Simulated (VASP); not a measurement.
Band structure of ZnF2 (space group P4_2/mnm). All values below come from PBE GGA, VASP's PBE PAW potentials (set 64) (plane waves; VASP).

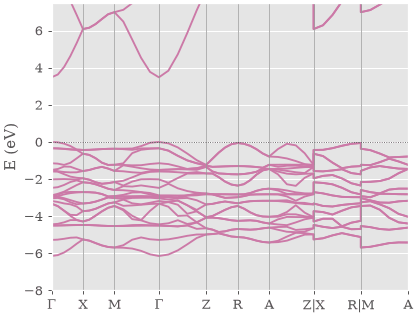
Figure: Bands along high-symmetry lines, zero at the valence-band maximum or, without a gap, the Fermi level

Task: Read the plot: is there a gap, and where are the band edges?

Result: The gap is direct, 3.48 eV, from the valence maximum at Γ to the conduction minimum at Γ.

The structure is a typed ZnF2 crystal (P4_2/mnm). The cell was not relaxed at this level.
